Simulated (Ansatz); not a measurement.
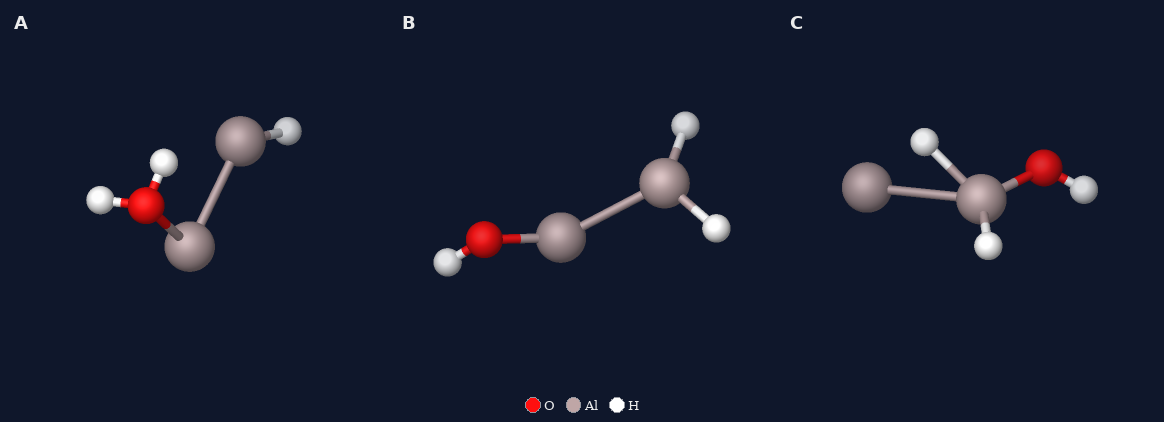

3 stationary structures of one formula. The species is neutral and a spin doublet. Geometries: PBE-D4/def2-SVP. Electronic energies: PBE-D4/def2-SVP (Ansatz 0.2.0), without zero-point energy. No frequency run is at hand to confirm each as a minimum.

Rank them by energy, lowest first.

B is lowest (Cs); C lies 0.085 eV above it (C1), A lies 1.663 eV above it (C1).
